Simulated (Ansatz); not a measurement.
```json
{"atom": "C", "x (Å)": "1.1323", "y (Å)": "-0.4216", "z (Å)": "-0.6183"}
{"atom": "Ca", "x (Å)": "2.6727", "y (Å)": "-1.5929", "z (Å)": "1.9581"}
{"atom": "N", "x (Å)": "2.3735", "y (Å)": "-0.8713", "z (Å)": "-0.0337"}
{"atom": "H", "x (Å)": "0.3083", "y (Å)": "-0.4956", "z (Å)": "0.1183"}
{"atom": "H", "x (Å)": "1.1400", "y (Å)": "0.6392", "z (Å)": "-0.9485"}
{"atom": "H", "x (Å)": "0.7988", "y (Å)": "-1.0150", "z (Å)": "-1.4964"}
{"atom": "H", "x (Å)": "3.1074", "y (Å)": "-0.7891", "z (Å)": "-0.7394"}
{"atom": "H", "x (Å)": "1.5756", "y (Å)": "-1.9290", "z (Å)": "3.6490"}
```

Geometry: PBE0-D3(BJ)/def2-SVP.

Level of theory: isolated molecule in a Gaussian basis; Kohn-Sham density functional theory, functional PBE0 (Ansatz).

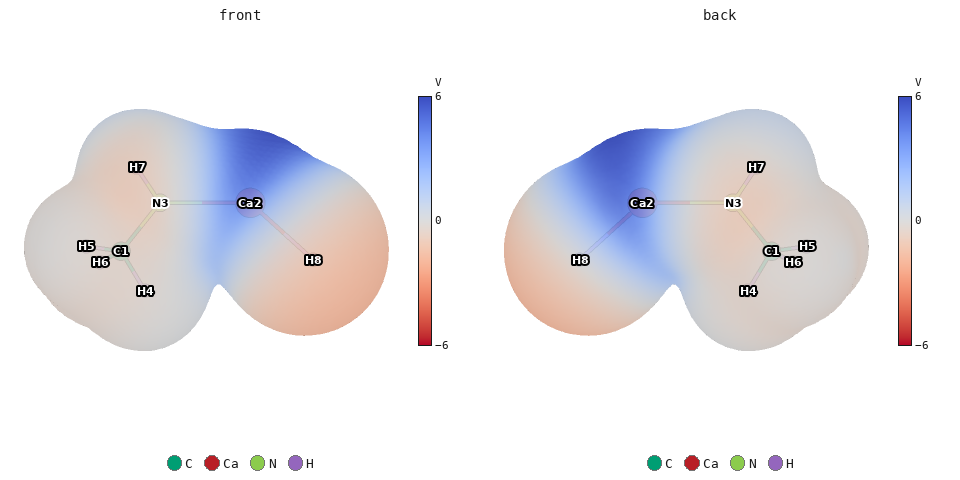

CH5CaN. The electrostatic potential painted on the density surface at 0.001 e/bohr³, seen from the front and from behind; the colour scale runs from red (negative) to blue (positive).

Where is the surface potential most negative and most positive?

The most negative region (about −1.8 V) lies over H8, the most positive (about +5.6 V) over Ca2.

What dipole moment does the calculation give?

Its dipole moment is 4.68 D.
